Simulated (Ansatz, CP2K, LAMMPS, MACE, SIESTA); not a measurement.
# Glassy B2O3 (65 atoms): atom by atom

65 atoms (26 B, 39 O) placed at random at 1.93 g/cm³, melted at 3000 K for 20 ps at fixed volume with the Buckingham and Coulomb pair potential of Guillot and Sator (Geochim. Cosmochim. Acta 71, 1249 (2007)) with the boron terms of Wang et al. (J. Non-Cryst. Solids 498, 294 (2018)). Quenched from 3000 K to 300 K at 100 K/ps and fixed volume, held 10 ps at zero pressure.

Calculated values (CP2K 2026.2, Kohn-Sham DFT, PBE, GTH-PBE pseudopotentials, Gaussian and plane waves, DZVP-MOLOPT-SR-GTH, orbital transformation; 450/40 Ry; Γ point; density 1.96 g/cm³) for the geometry as built.

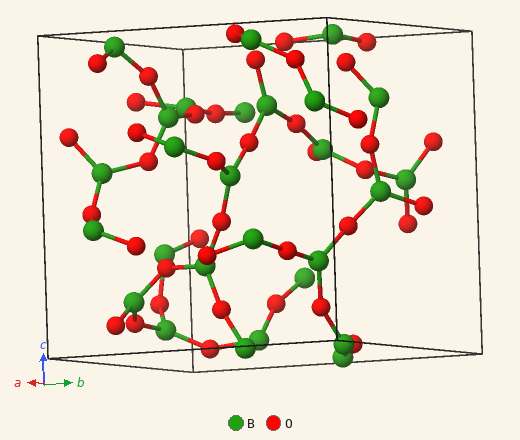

The structure (boron green, oxygen red). Some periodic images of atoms are drawn too.

Cell vectors (Å):

```
9.154 0.000 0.000
0.000 9.154 0.000
0.000 0.000 9.154
```

Positions in Å, forces in eV/Å, q the Hirshfeld charge in e:

```csv
atom,x,y,z,q,fx,fy,fz
B1,8.765,1.370,3.573,0.33,1.231,0.668,-0.017
B2,8.482,6.406,8.712,0.33,0.305,-0.917,-0.261
B3,0.181,3.713,2.457,0.32,1.627,-0.132,-0.680
B4,7.409,1.542,8.824,0.32,-2.104,0.942,-0.935
B5,4.381,6.983,0.213,0.32,-0.809,-0.138,-0.342
B6,4.200,8.205,4.488,0.32,-0.160,-0.034,-1.101
B7,5.863,7.001,2.515,0.32,-1.120,0.482,0.527
B8,6.598,4.662,5.027,0.31,-0.569,-1.299,0.029
B9,6.018,3.493,2.567,0.34,1.028,-0.725,0.112
B10,8.986,4.123,5.779,0.31,0.378,-0.059,1.069
B11,2.995,1.549,7.282,0.32,1.787,-1.961,-0.437
B12,2.052,0.239,3.239,0.32,1.512,0.260,-1.964
B13,6.297,4.822,0.141,0.31,0.863,0.648,-0.462
B14,8.518,6.285,3.067,0.33,-0.338,-0.334,0.529
B15,4.734,4.960,7.086,0.33,0.680,0.358,-2.296
B16,4.234,8.262,7.140,0.30,-0.389,2.044,-0.031
B17,2.242,3.228,0.632,0.32,-1.945,0.182,1.679
B18,5.853,1.124,1.672,0.32,-1.780,1.666,-2.864
B19,8.199,8.213,6.881,0.33,1.654,-0.700,-1.886
B20,0.266,2.030,7.242,0.34,1.083,1.500,-1.026
B21,5.500,2.224,6.870,0.32,0.859,-3.040,1.253
B22,0.883,7.353,5.010,0.31,-1.327,-1.738,1.108
B23,2.248,5.444,5.914,0.33,-0.383,1.626,0.067
B24,1.977,5.735,0.023,0.32,-0.119,-0.813,-0.026
B25,6.913,0.773,5.304,0.33,1.385,1.711,0.541
B26,3.281,0.818,1.008,0.33,0.383,0.376,3.362
O27,6.218,4.064,1.284,-0.21,-0.548,-0.382,1.156
O28,7.917,4.900,5.377,-0.21,1.050,-0.156,-0.520
O29,4.666,0.542,1.157,-0.22,0.050,-0.587,-0.149
O30,1.094,4.674,5.946,-0.21,0.482,-0.672,0.012
O31,5.303,6.756,1.241,-0.20,0.147,0.314,0.111
O32,4.115,2.381,7.010,-0.21,-0.214,0.569,0.080
O33,6.261,4.177,3.773,-0.21,-0.727,-0.104,-1.337
O34,4.845,7.563,8.161,-0.21,-0.529,-0.797,0.641
O35,7.658,0.777,4.100,-0.22,-1.141,-0.576,0.951
O36,4.610,8.119,5.811,-0.21,-0.070,-0.746,-0.562
O37,5.674,4.833,6.002,-0.22,-1.276,-0.151,1.167
O38,5.008,7.552,3.512,-0.23,0.513,0.086,-0.014
O39,3.011,6.591,0.302,-0.21,1.034,0.493,0.098
O40,8.976,5.041,2.646,-0.21,0.014,-0.446,-0.078
O41,2.282,4.357,9.030,-0.22,0.864,0.114,-0.733
O42,7.522,5.432,8.975,-0.22,0.377,0.042,0.331
O43,2.127,6.711,5.274,-0.23,-0.029,-0.266,0.124
O44,3.100,9.003,4.078,-0.22,-0.041,-0.230,0.791
O45,8.678,1.620,8.299,-0.20,1.048,-1.237,1.655
O46,3.428,0.181,7.505,-0.23,-0.912,0.427,0.077
O47,0.257,7.066,3.800,-0.22,-0.608,0.354,-0.340
O48,1.656,1.795,7.160,-0.20,-0.853,0.595,-0.016
O49,8.748,2.835,6.267,-0.21,0.794,-0.483,0.188
O50,3.427,5.222,6.610,-0.20,0.296,-0.366,0.903
O51,8.122,7.602,8.106,-0.21,-0.797,0.430,-0.328
O52,2.315,0.162,1.816,-0.25,0.026,0.437,0.213
O53,5.251,4.911,8.366,-0.20,-1.130,-0.643,0.029
O54,5.683,2.098,2.597,-0.22,-0.023,2.183,1.200
O55,0.676,6.162,8.986,-0.21,-0.099,0.423,0.162
O56,5.982,1.792,5.619,-0.21,0.230,-0.641,-0.299
O57,8.680,2.660,3.060,-0.21,-0.664,0.341,0.412
O58,7.191,6.692,2.765,-0.21,0.516,0.371,-0.163
O59,6.391,2.080,8.006,-0.23,-1.485,0.382,-0.669
O60,2.943,2.027,0.422,-0.19,-0.134,1.547,-0.711
O61,7.058,1.128,0.962,-0.21,0.965,-0.634,-0.755
O62,0.878,0.778,3.710,-0.20,0.155,-0.602,0.119
O63,1.307,3.346,1.702,-0.24,0.042,-0.275,0.103
O64,7.304,9.115,6.351,-0.21,-0.488,-0.529,0.715
O65,0.192,7.918,6.081,-0.23,0.311,-0.070,-0.048
```

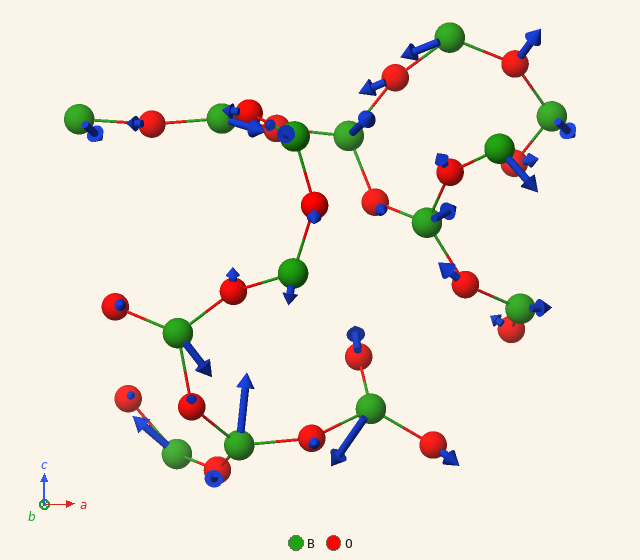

The forces as arrows, the longest 3.76 eV/Å. Drawn is a slice 5 Å thick, seen along the normal of the ac plane.

The quench rate of 100 K/ps is many orders above laboratory rates, so the cell is likely richer in defects and strain than a real sample. The network of bonds at the start is that of the classical potential that made the cell, and needn't be the one that DFT or experiment would give. Only the Γ point is sampled, in a cell whose shortest periodic width is 9 Å.

The r.m.s. force component is 0.921 eV/Å; the longest force, 3.76 eV/Å, acts on B18.

[Logs are printed without paths, hosts, clocks, repeated set-up lines and the standing remarks that a program may print on its own settings, such as how far it seeks lower states.]

[Hosts, paths, dates, database ids (printed as entryN), source tags and the programs' standing remarks are cut or masked in the printed files.]
